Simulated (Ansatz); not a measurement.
**Redistribution: C2H4ClF + C3H6FI → C2H4ClI + C3H6F2**

Species: C2H4ClF (1-chloro-1-fluoroethane) `CC(F)Cl`, singlet; C3H6FI `CC(I)CF`, singlet; C2H4ClI `CC(Cl)I`, singlet; C3H6F2 `CC(F)CF`, singlet. The partners trade F for I; both sit on C, so the bond types are kept.

Shapes, held fixed at every level: PBE0-D4/def2-TZVP. Flexible molecules stand in one conformer, not always the lowest. Programs: Ansatz 0.2.0. Electronic energies: no zero-point or thermal term.

| level | kind | ΔE (kJ/mol) | less CCSD(T)/def2-TZVPP | CPU time (sum over the molecules) |
| --- | --- | --- | --- | --- |
| PBE-D4/def2-TZVPP | GGA | +15.0 | -1.0 | 26 s |
| wB97M-V/def2-TZVPP | range-separated hybrid | +15.6 | -0.4 | 2 min |
| wB97X-V/def2-TZVPP | range-separated hybrid | +15.1 | -0.9 | 85 s |
| B2PLYP/def2-TZVPP | double hybrid | +13.6 | -2.4 | 59 s |
| MP2/def2-TZVPP | perturbation theory | +15.7 | -0.3 | – |
| CCSD/def2-TZVPP | coupled cluster or CI | +15.5 | -0.5 | – |
| CCSD(T)/def2-TZVPP | coupled cluster or CI | +16.0 | 0.0 | 21 min |

The highest level, CCSD(T)/def2-TZVPP, gives ΔE = +16.0 kJ/mol; the levels span +13.6 to +16.0. The column of differences is taken from that level and isn't an error. No measured value is set beside it here. For atoms past krypton def2 sets carry core potentials with scalar relativity. Correlated rows may include outer-core shells of I, which these sets cover unevenly. Times are processor times on shared x86 and Arm servers, and rough.

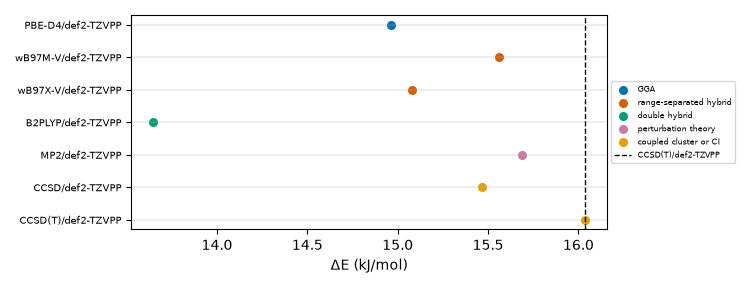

The values of the table, level by level.
